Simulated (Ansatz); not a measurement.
# Direct or indirect: MgS (Fm-3m)

```
CELL_PARAMETERS angstrom
0.00000 2.60165 2.60165
2.60165 0.00000 2.60165
2.60165 2.60165 0.00000
ATOMIC_POSITIONS crystal
S 0.50000 0.50000 0.50000
Mg 0.00000 0.00000 0.00000
```

Method: Ansatz, PBE, independent particles, without spin-orbit coupling, line width 0.15 eV (Gaussian). The band structure gives a fundamental gap of 2.79 eV. The spectrum of vertical transitions near the edge:

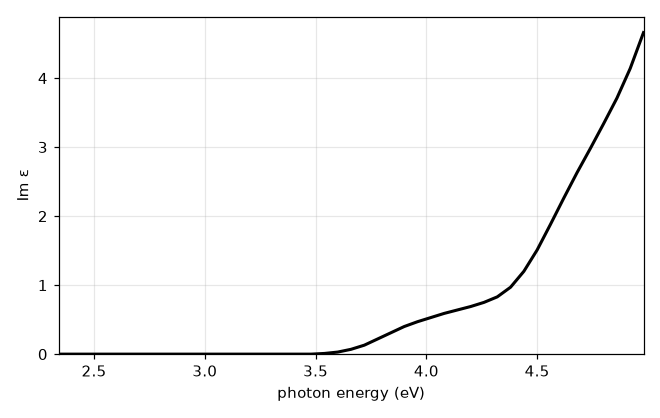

(1) Is the gap direct or indirect, and about where do vertical transitions set in?

Results:

(1) Indirect, by the band path, whose least direct gap is 3.72 eV. The curves fit this: they stay near zero above 2.79 eV and rise only from about 3.7 eV, though a forbidden direct transition would look alike. Lines are broadened by 0.15 eV, which spreads the edge, and phonons, which would give weak absorption from the fundamental gap up, are left out.

[Logs are printed without paths, hosts, clocks, repeated set-up lines and the standing remarks that a program may print on its own settings, such as how far it seeks lower states.]
